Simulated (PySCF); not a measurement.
B(H)(Et)(NH2), SMILES CCBN at its CAM-B3LYP/def2-SVP optimised geometry (Å):

```
12

B      0.3348     0.6112     0.0000
H      1.5482     0.6112     0.0000
C     -0.4614    -0.7510     0.0150
C      0.0223    -1.7649    -1.0262
H     -1.5482    -0.5840    -0.0917
H     -0.3250    -1.1848     1.0239
H      1.0992    -1.9663    -0.9153
H     -0.1317    -1.3957    -2.0527
H     -0.5047    -2.7282    -0.9445
N     -0.3003     1.8494     0.0000
H      0.2012     2.7282     0.0092
H     -1.3083     1.9552    -0.0060
```

Level of theory: CAM-B3LYP/def2-TZVP (PySCF). Cells within 0.4 Å of a nucleus heavier than hydrogen are left out (blank, or x).

Map of the electrostatic potential (hartree/e), clipped to [-0.08, 0.12] on the plane z = 0.0 Å:

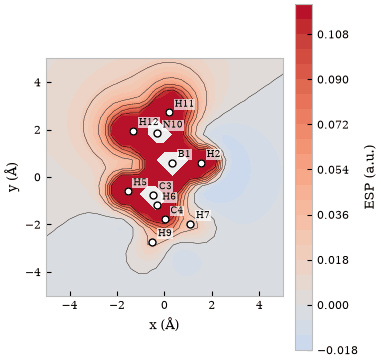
Fig. 1. Electrostatic potential (hartree/e), clipped to [-0.08, 0.12] on the plane z = 0.0 Å.
